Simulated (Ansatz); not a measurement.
# Si: a line through an energy map, part 2 of 2

How does the energy of Si (Fd-3m, No. 227; 2 atoms in the cell) vary with amplitude of mode 4 (513 cm⁻¹), at equal normal strain along x and y = −2.67 %?

Ansatz 0.2.0; DFT LDA, scalar-relativistic, plane waves, PAW.

**8. Variant: lower_state_search light**

Input file input.yaml:

```yaml
crystal:
  lattice:
    - [0.0, 2.6288575915, 2.7009735863]
    - [2.6288575915, 0.0, 2.7009735863]
    - [2.6288575915, 2.6288575915, 0.0]
  atoms:
    - { symbol: Si, position: [0.5022214212, 0.4977785788, 0.4977785788] }
    - { symbol: Si, position: [0.7477785788, 0.7522214212, 0.7522214212] }
basis:
  ecutwfc: 420
kpoints:
  mp_grid: { grid: [12, 12, 12] }
hamiltonian:
  xc: lda
scf:
  occupations: { method: gaussian, width: 0.05 }
  lower_state_search: light
output:
  forces: true
  eigenvalues: true
  stress: true
```

Launch:

```bash
$ ansatz run input.yaml --threads 1 --pin off --max-ram 2048MiB --backend cpu --events-out ev --progress --plain --runs-dir out
```

The log of the run:

```text
Warning: RAYON_NUM_THREADS=1 ignored (pool sized by the plan → 1); use --threads N
Engine: ansatz 0.2.0, aarch64-unknown-linux-gnu
Pseudopotentials: kind: paw
Pseudopotential: Si, paw, valence charge 4, recommended cutoff 420 eV (normal), Si.paw.azcp
Functional definition: SPW92
  exchange = slater_x
  correlation = pw_c
Crystal: 2 atoms, lattice volume = 37.332 Å³
Basis set: ecut = 420 eV, 733 PW (Γ)
Bands: 8, of which v1, the nominal top of the filled ones, is band 4 counted from 1 (3 counted from 0)
Symmetry: 4 space group operations
Space group: C2/c (ITA 15), of the structure as read, at distance tolerance 3.3e-5 Å
k-points: 476 of 1728
Non-local potential: Si, projectors of the file, l = 0: 2, l = 1: 2, l = 2: 2
PAW form: soft (Blöchl's): semilocal exchange-correlation on the pseudo side does not see the compensation charge
PAW frozen core: Si, regenerated for the run's functional, and the local potential with it (the file was generated under x = pbe(κ = 0.804, μ = 0.2195149727645171), c = pbe(β = 0.06672455060314922))
PAW one-centre angular grid: Si, 110 points (default); XC on 64 Gauss nodes
Initial density: superposition of atomic densities (neutral atoms: chi_scale 0, normalization atom), corrected by the library's trained network
Initial wavefunctions: pseudopotential atomic-orbital guess
Functional: x = slater, c = lda
SCF iter   1: F=—  HF=-1217.251730 eV  |F-HF|=—  |Δ(HF+E_count)|=         —  Δρ=4.07e-3  dr2=4.00e-3  ethr=1.77e-3  ⟨swp⟩=6.1  Hψ=34606  notcnv=0
preconditioner: auto → none  [insulator: Δε(μ)=0.161 eV  Ē_g=9.744 eV  σ=0.050 eV  W_gap=0.97  n_scr=8 (ndim 8)  ℏωp=17.2 eV  f_vac=0.000  D(μ)=0.00/eV (n_scr^D=0)  ε∞_Penn≈4.1]
SCF iter   2: F=—  HF=-1217.250776 eV  |F-HF|=—  |Δ(HF+E_count)|=   9.54e-4  Δρ=1.85e-3  dr2=7.27e-4  ethr=5.01e-5  ⟨swp⟩=1.9  Hψ=8390  notcnv=0
SCF iter   3: F=—  HF=-1217.250592 eV  |F-HF|=—  |Δ(HF+E_count)|=   1.84e-4  Δρ=1.62e-4  dr2=6.49e-6  ethr=9.08e-6  ⟨swp⟩=2.0  Hψ=5611  notcnv=0
SCF iter   4: F=—  HF=-1217.250592 eV  |F-HF|=—  |Δ(HF+E_count)|=   5.57e-8  Δρ=2.10e-5  dr2=1.51e-7  ethr=8.11e-8  ⟨swp⟩=1.7  Hψ=4656  notcnv=0
iter 5 did not close the SCF: its close was put off for the readings that it lacked (scf_convergence_deferred on its scf_iter line)
SCF iter   5: F=-1217.250592 eV  HF=-1217.250592 eV  |F-HF|=2.41e-9  |Δ(HF+E_count)|=   4.46e-8  Δρ=5.76e-6  dr2=7.48e-9  ethr=1.89e-9  ⟨swp⟩=2.0  Hψ=5613  notcnv=0
SCF iter   6: F=-1217.250592 eV  HF=-1217.250592 eV  |F-HF|=4.62e-11  |Δ(HF+E_count)|=   1.74e-9  Δρ=5.28e-7  dr2=1.03e-10  ethr=9.35e-11  ⟨swp⟩=1.9  Hψ=11782  notcnv=0
SCF 1 converged in 6 iterations: F = -1217.250592 eV  dr2 = 1.03e-10
SCF converged after 6 iterations
Free energy (F): -1217.250592 eV
Harris-Foulkes:  -1217.250592 eV  (|F-HF|=4.62e-11)
Internal energy: -1217.250583 eV  (E = F + TS)
E sigma→0 (E₀):  -1217.250587 eV
Entropy (-TS):   -0.000009 eV (-0.004 meV/atom)
Fermi energy:    6.989148 eV
--- Per-component energies (eV) ---
  E_band       = 12.221313
  E_kinetic    = 83.339174
  E_local      = -52.615124  (includes V_loc(G=0)·N_el)
  E_nonlocal   = 55.078206
  E_hartree    = 14.040466
  E_xc         = -110.716390
  E_vxc        = -95.646903  (∫ρ·V_xc dr)
  E_paw        = -972.595269  (= ΣΔE_a)
  E_vpaw       = -6.014987  (= ΣTr[D̂ρ^β])
  E_aug_tail   = 0.000011  (compensation charges beyond the density's cutoff)
  E_ewald      = -233.950318
  E_core_change = 0.168661  (= ΣΔE_core)
  E_smearing   = -0.000009  (= −TS)
  E_closure    = -0.000000  (closes the sum)
  Σ components = -1217.250592   (vs F -1217.250592, Δ=0.00e0)
--- Forces (eV/Å), atoms counted from 1 ---
  atom   1  Si     0.35037308     0.00000000     0.00000000
  atom   2  Si    -0.35037308     0.00000000     0.00000000
  max |Σ_I F_I| component: 0.00e0 eV/Å
--- Stress (GPa, compression-positive) ---
        6.724875       0.000000       0.000000
        0.000000       6.771848      -1.260228
        0.000000      -1.260228       4.048771
  P = ⅓ Tr σ = 5.8485 GPa (58.485 kbar)
--- Band table (eV; the first three rows and the last of 476) ---
  k-point 0: bands = ["-5.6497", "6.6220", "6.8779", "6.9290", "9.3011", "9.3333", "9.4604", "10.7947"]
  k-point 1: bands = ["-5.5528", "5.8593", "6.6308", "6.7600", "9.4551", "9.5484", "9.6577", "11.3735"]
  k-point 2: bands = ["-5.2646", "4.3031", "6.2772", "6.4329", "9.2773", "10.0150", "10.1033", "12.7121"]
  k-point 475: bands = ["-1.3648", "-1.3648", "3.9194", "3.9194", "7.4265", "7.4265", "17.4243", "17.4243"]
```

It took 6.6 s on 1 thread of Arm Neoverse V2, shared host; peak memory 0.47 GiB.

```
    run     ending  energy change  pressure (GPa)  gap (eV)  force (eV/Å)  cycles   time
 step 7  converged              0             5.8      0.14          0.35       6  6.6 s
variant  converged   0.0 meV/atom             5.8      0.14          0.35       6  6.6 s
```

The changed input (search for lower states) leaves the energy the same to the digits printed.

**9. Point (0.000 Å, −2.67 %)**

Input file input.yaml:

```yaml
crystal:
  lattice:
    - [0.0, 2.6288575915, 2.7009735863]
    - [2.6288575915, 0.0, 2.7009735863]
    - [2.6288575915, 2.6288575915, 0.0]
  atoms:
    - { symbol: Si, position: [0.5, 0.5, 0.5] }
    - { symbol: Si, position: [0.75, 0.75, 0.75] }
basis:
  ecutwfc: 420
kpoints:
  mp_grid: { grid: [12, 12, 12] }
hamiltonian:
  xc: lda
scf:
  occupations: { method: gaussian, width: 0.05 }
output:
  forces: true
  stress: true
  eigenvalues: true
```

Launch:

```bash
$ ansatz run input.yaml --threads 1 --pin off --max-ram 2048MiB --backend cpu --events-out ev --progress --plain --runs-dir out
```

The log of the run:

```text
Warning: RAYON_NUM_THREADS=1 ignored (pool sized by the plan → 1); use --threads N
[... 6 set-up lines as earlier in the session ...]
Crystal: 2 atoms, lattice volume = 37.332 Å³
Basis set: ecut = 420 eV, 733 PW (Γ)
Bands: 8, of which v1, the nominal top of the filled ones, is band 4 counted from 1 (3 counted from 0)
Symmetry: 16 space group operations
Space group: I41/amd (ITA 141), of the structure as read, at distance tolerance 3.3e-5 Å
k-points: 163 of 1728
[... 7 set-up lines as earlier in the session ...]
SCF iter   1: F=—  HF=-1217.255824 eV  |F-HF|=—  |Δ(HF+E_count)|=         —  Δρ=4.07e-3  dr2=3.99e-3  ethr=1.77e-3  ⟨swp⟩=6.0  Hψ=11809  notcnv=0
preconditioner: auto → none  [insulator: Δε(μ)=0.217 eV  Ē_g=9.744 eV  σ=0.050 eV  W_gap=1.00  n_scr=8 (ndim 8)  ℏωp=17.2 eV  f_vac=0.000  D(μ)=0.00/eV (n_scr^D=0)  ε∞_Penn≈4.1]
SCF iter   2: F=—  HF=-1217.254871 eV  |F-HF|=—  |Δ(HF+E_count)|=   9.53e-4  Δρ=1.85e-3  dr2=7.27e-4  ethr=4.99e-5  ⟨swp⟩=1.9  Hψ=2871  notcnv=0
SCF iter   3: F=—  HF=-1217.254686 eV  |F-HF|=—  |Δ(HF+E_count)|=   1.85e-4  Δρ=1.60e-4  dr2=6.29e-6  ethr=9.08e-6  ⟨swp⟩=2.0  Hψ=1914  notcnv=0
SCF iter   4: F=—  HF=-1217.254686 eV  |F-HF|=—  |Δ(HF+E_count)|=   4.76e-7  Δρ=2.03e-5  dr2=1.27e-7  ethr=7.86e-8  ⟨swp⟩=1.6  Hψ=1585  notcnv=0
iter 5 did not close the SCF: its close was put off for the readings that it lacked (scf_convergence_deferred on its scf_iter line)
SCF iter   5: F=-1217.254686 eV  HF=-1217.254686 eV  |F-HF|=2.09e-9  |Δ(HF+E_count)|=   3.14e-8  Δρ=5.66e-6  dr2=6.98e-9  ethr=1.59e-9  ⟨swp⟩=2.0  Hψ=1883  notcnv=0
SCF iter   6: F=-1217.254686 eV  HF=-1217.254686 eV  |F-HF|=1.02e-11  |Δ(HF+E_count)|=   1.53e-9  Δρ=4.28e-7  dr2=3.74e-11  ethr=8.73e-11  ⟨swp⟩=1.6  Hψ=4031  notcnv=0
SCF 1 converged in 6 iterations: F = -1217.254686 eV  dr2 = 3.74e-11
SCF converged after 6 iterations
Free energy (F): -1217.254686 eV
Harris-Foulkes:  -1217.254686 eV  (|F-HF|=1.02e-11)
Internal energy: -1217.254684 eV  (E = F + TS)
E sigma→0 (E₀):  -1217.254685 eV
Entropy (-TS):   -0.000002 eV (-0.001 meV/atom)
Fermi energy:    6.970747 eV
--- Per-component energies (eV) ---
  E_band       = 12.223400
  E_kinetic    = 83.336732
  E_local      = -52.607122  (includes V_loc(G=0)·N_el)
  E_nonlocal   = 55.074797
  E_hartree    = 14.040073
  E_xc         = -110.715828
  E_vxc        = -95.646415  (∫ρ·V_xc dr)
  E_paw        = -972.594910  (= ΣΔE_a)
  E_vpaw       = -6.014773  (= ΣTr[D̂ρ^β])
  E_aug_tail   = 0.000011  (compensation charges beyond the density's cutoff)
  E_ewald      = -233.957098
  E_core_change = 0.168661  (= ΣΔE_core)
  E_smearing   = -0.000002  (= −TS)
  E_closure    = 0.000000  (closes the sum)
  Σ components = -1217.254686   (vs F -1217.254686, Δ=0.00e0)
--- Forces (eV/Å), atoms counted from 1 ---
  atom   1  Si    -0.00000000     0.00000000     0.00000000
  atom   2  Si    -0.00000000     0.00000000     0.00000000
  max |Σ_I F_I| component: 8.33e-17 eV/Å
--- Stress (GPa, compression-positive) ---
        6.735594       0.000000       0.000000
        0.000000       6.735594       0.000000
        0.000000       0.000000       4.007386
  P = ⅓ Tr σ = 5.8262 GPa (58.262 kbar)
--- Band table (eV; the first three rows and the last of 163) ---
  k-point 0: bands = ["-5.6492", "6.6743", "6.8765", "6.8765", "9.3354", "9.3354", "9.4267", "10.7956"]
  k-point 1: bands = ["-5.5525", "5.9232", "6.5892", "6.7276", "9.4520", "9.5647", "9.6462", "11.3813"]
  k-point 2: bands = ["-5.2653", "4.3478", "6.2407", "6.4173", "9.2633", "10.0416", "10.0691", "12.7296"]
  k-point 162: bands = ["-1.3637", "-1.3637", "3.9185", "3.9185", "7.4276", "7.4276", "17.4227", "17.4227"]
```

Run time: 2.5 s. Hardware: 1 thread of Arm Neoverse V2, shared host; peak memory 0.38 GiB.

That is 42 meV from the zero.

**10. Results**

The summary covers parts 1 to 2.

```
amplitude of mode 4 (513 cm⁻¹), largest displacement in the unstrained cell (Å)  step  energy (meV)  slope (meV per Å)  pressure (GPa)  band gap on the k-mesh (eV)  largest force on an atom (eV/Å)
                                                                         −0.060     3           142              −3272            6.33                        0.000                             1.68
                                                                         −0.048     4           107              −2649            6.15                        0.000                             1.36
                                                                         −0.036     5            78              −2021            6.02                        0.000                             1.04
                                                                         −0.024     6            58              −1356            5.91                        0.000                             0.70
                                                                         −0.012     7            46               −682            5.85                        0.139                             0.35
                                                                          0.000     9            42                  0            5.83                        0.196                             0.00
                                                                          0.012     –            46                682            5.85                        0.139                             0.35
                                                                          0.024     –            58               1356            5.91                        0.000                             0.70
                                                                          0.036     –            78               2021            6.02                        0.000                             1.04
                                                                          0.048     –           107               2649            6.15                        0.000                             1.36
                                                                          0.060     –           142               3272            6.33                        0.000                             1.68
```

Energies count from the relaxed high-symmetry cell. Rows without a step come from runs not printed here or follow by symmetry. Slopes come from the forces (and the stress, where the cell changes), not from differences of energies.

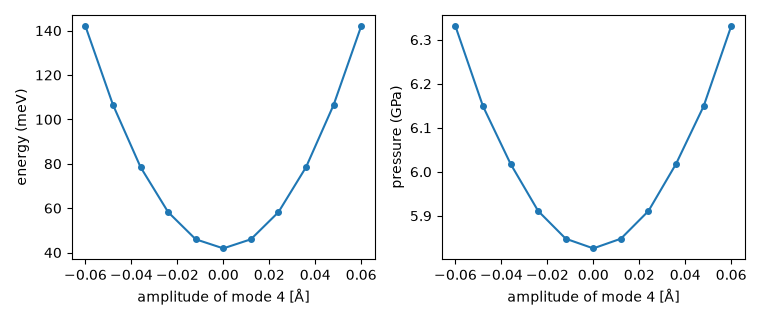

Energy and pressure along the line.

```
                                                       run       outcome
step 8, run with lower_state_search light (against step 7)  0.0 meV/atom
```

What this shows: Along the line the energy is lowest at 0.000 Å, 42 meV from the zero. Energies and slopes round the minimum, fitted together, put the minimum at 0.0000 Å, with a curvature of about 57000 meV per Å². The highest point computed, at −0.060 Å, lies 100 meV above the lowest. The gap on the mesh reads zero on part of the line; semilocal functionals close small gaps early. This is one cut through a surface in two coordinates; the map's lowest point lies off it. A rigid map gives upper bounds: relaxing the other coordinates can only lower a point. The gap on the mesh closes on part of the grid.

Counted by bands, a gap of 0.03 eV stays open on the mesh in one run that reads as metallic: the smearing reaches across it.
